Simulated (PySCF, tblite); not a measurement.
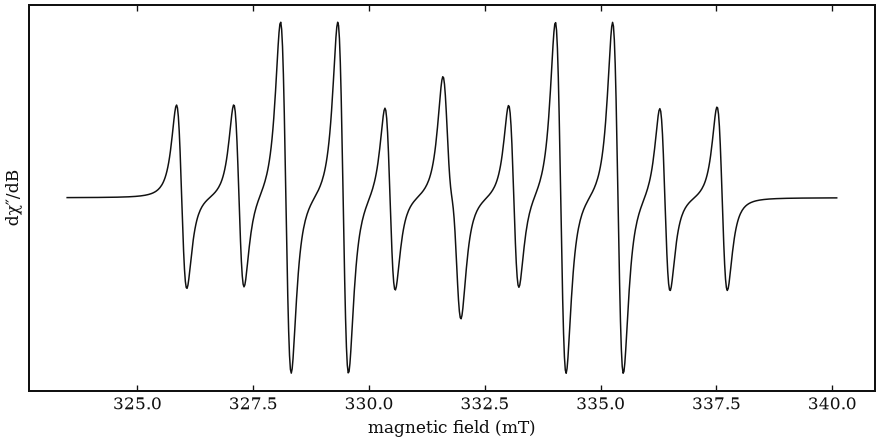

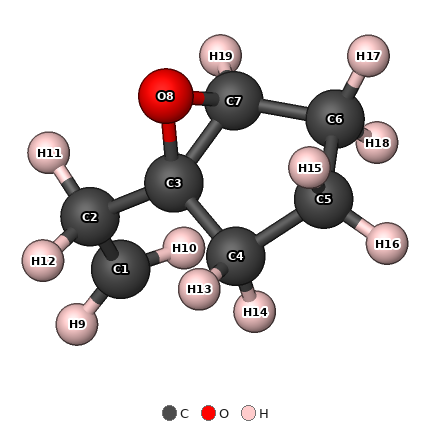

First-order isotropic EPR spectrum (fast tumbling, first derivative) of C₇H₁₁O, SMILES [CH2]C[C@@]12CCC[C@@H]1O2, doublet at 9.30 GHz, Lorentzian lines of 0.30 mT full width at half height, from computed g and hyperfine couplings (B3LYP/pcH-1 in PySCF 2.14.0, at a GFN2-xTB geometry (a minimum by its frequencies), gas phase); values of one conformer, averaged over methyl-type rotors alone; other conformers aren't averaged in; no vibrational averaging; dilute isotopes left out. The SMILES is one Lewis form and needn't show where the spin sits.

Q: Which couplings does the calculation give? The spectrum shows the sizes of those above the line width, not their signs.

A:
```csv
nuclei,isotope,a (mT),a (MHz)
H11,¹H,5.93,166.3
H9,¹H,−2.27,−63.6
H10,¹H,−2.23,−62.6
H12,¹H,1.22,34.1
H14,¹H,0.07,2.0
H13,¹H,0.04,1.1
"H15, H16",¹H,0.04,1.1
H19,¹H,0.02,0.6
```

Q: What is the g value, and how wide is the spectrum?

A: g_iso = 2.0027, which centres the spectrum at 331.8 mT; it spans 11.9 mT.

Caveats: the tight-binding geometry is rougher than a DFT one and adds to the error.
